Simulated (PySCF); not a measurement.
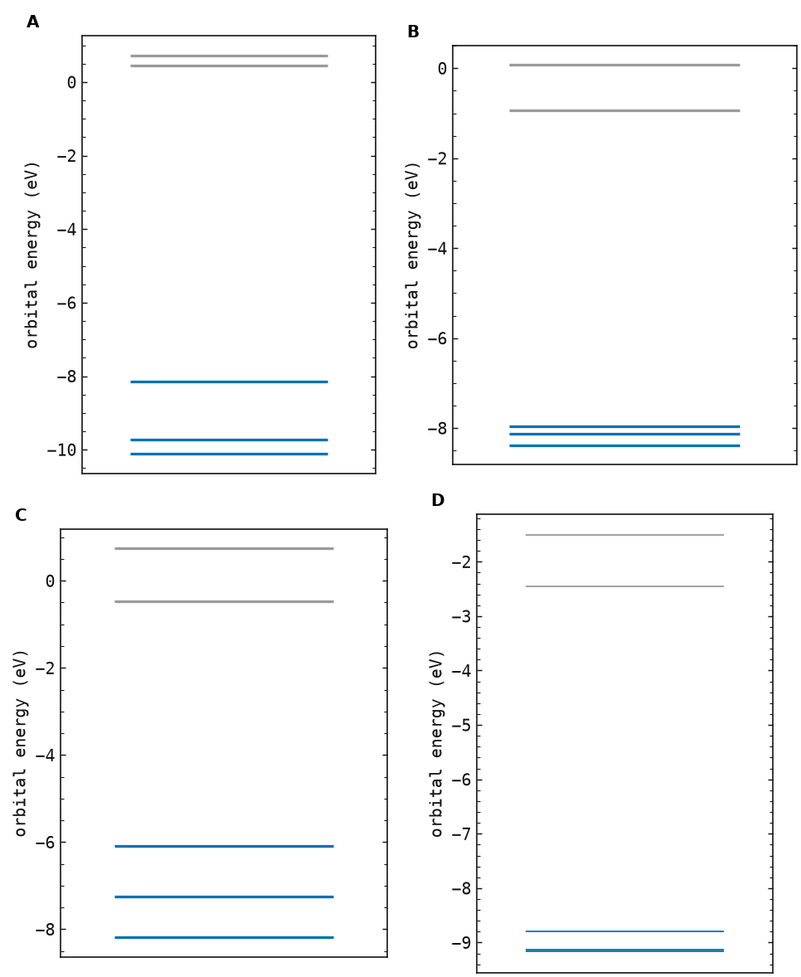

Kohn-Sham orbital energies near the frontier, PBE0/def2-SVPD with PySCF, at a GFN2-xTB geometry (no frequency check), isolated molecule; empty levels in grey, levels within 0.03 eV side by side.

Question: Pair each panel with its molecule.
1. C₃H₁₀N₂Si₂, SMILES C1CC1N1[SiH2]N[SiH2]1
2. C₄HCl₃O₂, SMILES O=C(O)C#CC(Cl)(Cl)Cl
3. C₃H₉ClSi₂, SMILES [SiH3]/C=C/[SiH2]CCl
4. C₂H₅BO₂, SMILES B1OCCO1

Answer: A: 4 (HOMO −8.15 eV, LUMO 0.44 eV)
B: 3 (HOMO −7.95 eV, LUMO −0.94 eV)
C: 1 (HOMO −6.10 eV, LUMO −0.47 eV)
D: 2 (HOMO −8.80 eV, LUMO −2.46 eV)

Caveats, for all or some of the runs: empty levels above zero depend strongly on the basis; one conformer of a flexible molecule; the tight-binding geometry is rougher than a DFT one and adds to the error.
